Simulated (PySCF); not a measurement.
**Run report: C8H6F6Si, NMR shielding calculation**

C8H6F6Si, SMILES FC(F)(F)c1ccc([SiH3])c(C(F)(F)F)c1, computed with GIAO PBE0/6-31G* NMR shielding, non-relativistic, gas phase (PySCF 2.14.0).

The geometry comes from this level: GFN2-xTB. Figures and captions count atoms from 1; the log counts them from 0 in places.

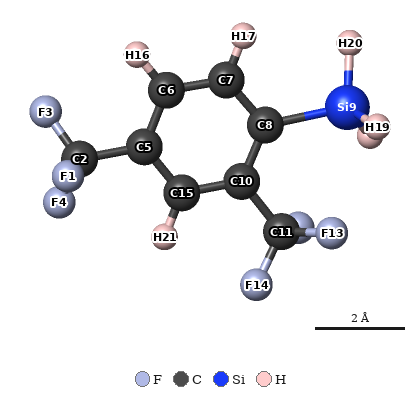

*The input geometry (ball-and-stick view, seen at a tilt; atoms are numbered from 1 in the order of the input).*

Bond lengths as drawn: C–C 1.38 to 1.50 Å, C–F 1.34 to 1.35 Å, C–H 1.08 Å, C–Si 1.91 Å and H–Si 1.46 Å.

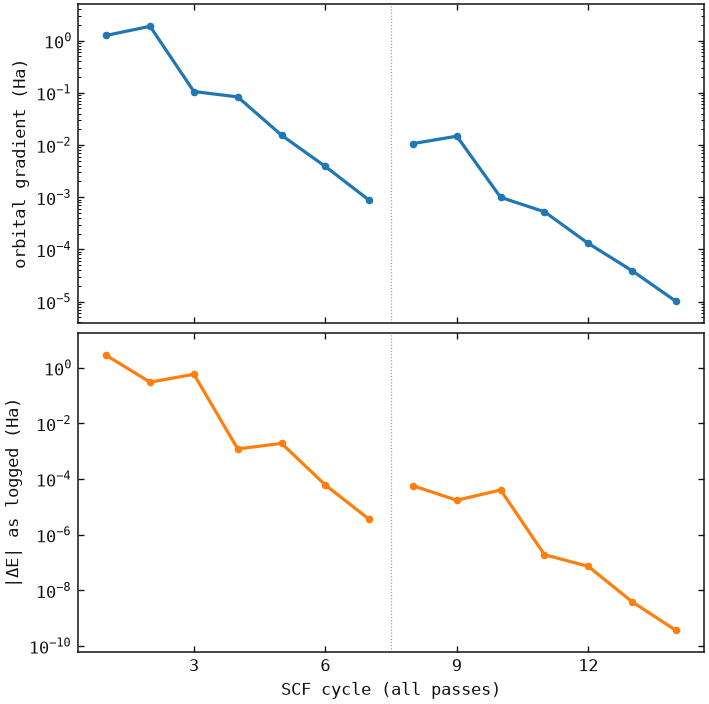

*Convergence of the self-consistent field: orbital gradient and size of the energy change against the SCF cycle. The dotted line marks the change from a coarse to the final integration grid.*

The first 7 cycles use a coarse grid, the final grid takes over at cycle 8, and the field converges after 14 cycles in all.

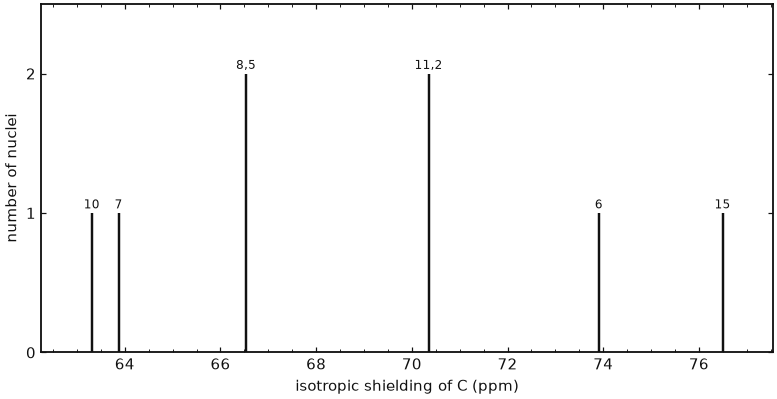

*Isotropic shieldings of the carbon nuclei in this fixed geometry, labelled by atom number; shielding grows to the right, so chemical shift grows to the left.*

The least shielded is C10 (63.3 ppm), the most shielded C15 (76.5 ppm).

These pictures come from the run below.

**Input**
```
{"job": {"xc": "PBE0", "basis": "6-31G*", "kind": "nmr", "pop": false}, "charge": 0, "multiplicity": 1}
F      3.771347    -0.223427    -1.030048
C      3.185458    -0.547299     0.138893
F      3.919122     0.033724     1.098746
F      3.340647    -1.870204     0.283459
C      1.743220    -0.123528     0.175432
C      1.393646     1.122070     0.677934
C      0.065150     1.503666     0.680180
C     -0.942019     0.679583     0.186416
Si    -2.748794     1.285350     0.212224
C     -0.554796    -0.560509    -0.320631
C     -1.599030    -1.504542    -0.847054
F     -2.322436    -2.060032     0.143697
F     -2.484878    -0.896536    -1.656778
F     -1.088245    -2.521481    -1.550138
C      0.770024    -0.972314    -0.329446
H      2.155945     1.779054     1.068156
H     -0.201502     2.470124     1.078942
H     -3.622815     0.220109     0.687025
H     -3.079359     1.741161    -1.134967
H     -2.752605     2.402623     1.158481
H      1.043001    -1.940650    -0.720994
```

The first line tells a small driver script what to run in PySCF; the rest is the geometry in Å.

Command:
```bash
OMP_NUM_THREADS=1 python <driver script> task.json out
```

**The program's output**
```
coarse grid: 20552 points
cycle   1  E = -1195.7233403516  dE =  2.761e+00  |g| = 1.254e+00  |ddm| = 4.863e+00
cycle   2  E = -1195.4219666639  dE =  3.014e-01  |g| = 1.876e+00  |ddm| = 1.998e+00
cycle   3  E = -1196.0000125028  dE = -5.780e-01  |g| = 1.056e-01  |ddm| = 1.261e+00
cycle   4  E = -1196.0012073077  dE = -1.195e-03  |g| = 8.336e-02  |ddm| = 2.096e-01
cycle   5  E = -1196.0031061332  dE = -1.899e-03  |g| = 1.540e-02  |ddm| = 9.762e-02
cycle   6  E = -1196.0031665648  dE = -6.043e-05  |g| = 3.877e-03  |ddm| = 2.035e-02
cycle   7  E = -1196.0031700965  dE = -3.532e-06  |g| = 8.757e-04  |ddm| = 4.580e-03
final grid: 203448 points
cycle   8  E = -1195.9568010614  dE = -5.699e-05  |g| = 1.065e-02  |ddm| = 3.949e-02
cycle   9  E = -1195.9567839925  dE =  1.707e-05  |g| = 1.474e-02  |ddm| = 2.240e-02
cycle  10  E = -1195.9568241205  dE = -4.013e-05  |g| = 9.925e-04  |ddm| = 1.244e-02
cycle  11  E = -1195.9568243088  dE = -1.884e-07  |g| = 5.260e-04  |ddm| = 1.528e-03
cycle  12  E = -1195.9568243807  dE = -7.191e-08  |g| = 1.305e-04  |ddm| = 6.616e-04
cycle  13  E = -1195.9568243846  dE = -3.835e-09  |g| = 3.908e-05  |ddm| = 1.621e-04
cycle  14  E = -1195.9568243849  dE = -3.588e-10  |g| = 1.016e-05  |ddm| = 4.784e-05
converged SCF energy = -1195.9568243849

GIAO shielding tensors (ppm)
atom      isotropic    diamagn.    paramagn.     s11        s22        s33       span
  0 F      254.903     471.199    -216.296    176.256    252.058    336.394    160.139
  1 C       70.509     247.073    -176.564     64.427     67.464     79.635     15.209
  2 F      281.615     471.594    -189.978    212.784    275.219    356.843    144.059
  3 F      279.245     475.039    -195.794    212.575    270.946    354.216    141.641
  4 C       66.755     261.713    -194.958    -14.736     45.829    169.172    183.908
  5 C       73.909     261.131    -187.222    -18.682     51.733    188.676    207.358
  6 C       63.871     260.785    -196.914    -34.947     49.957    176.602    211.548
  7 C       66.314     257.784    -191.470    -12.363      9.544    201.761    214.124
  8 Si     448.602     885.315    -436.713    399.677    467.783    478.346     78.669
  9 C       63.310     262.090    -198.781    -25.305     49.504    165.730    191.035
 10 C       70.191     247.432    -177.241     64.381     65.634     80.559     16.179
 11 F      260.689     474.209    -213.520    188.461    253.198    340.406    151.945
 12 F      271.573     474.834    -203.261    195.259    268.391    351.069    155.810
 13 F      286.265     474.777    -188.511    215.728    284.724    358.344    142.616
 14 C       76.494     264.672    -188.177    -14.275     53.488    190.271    204.546
 15 H       24.537      30.255      -5.718     19.889     23.944     29.779      9.890
 16 H       24.434      31.650      -7.216     19.514     24.444     29.344      9.830
 17 H       27.311      30.270      -2.959     22.484     28.443     31.006      8.521
 18 H       27.477      30.260      -2.783     23.689     26.425     32.316      8.626
 19 H       27.765      30.212      -2.447     23.324     27.141     32.831      9.507
 20 H       24.304      33.204      -8.900     18.557     22.148     32.208     13.651
```

**Results in brief**

| quantity | value |
| --- | --- |
| outcome | converged |
| total energy | −1195.956824 hartree |
| HOMO | −8.07 eV |
| LUMO | −1.43 eV |
| dipole moment | 2.17 D |
| isotropic shielding, F | 254.9 to 286.3 ppm |
| isotropic shielding, C | 63.3 to 76.5 ppm |
| isotropic shielding, Si | 448.6 ppm |
| isotropic shielding, H | 24.3 to 27.8 ppm |
| hardware | 1 CPU thread, shared host |
| wall time | 51 s |
| peak memory | 1.3 GiB |
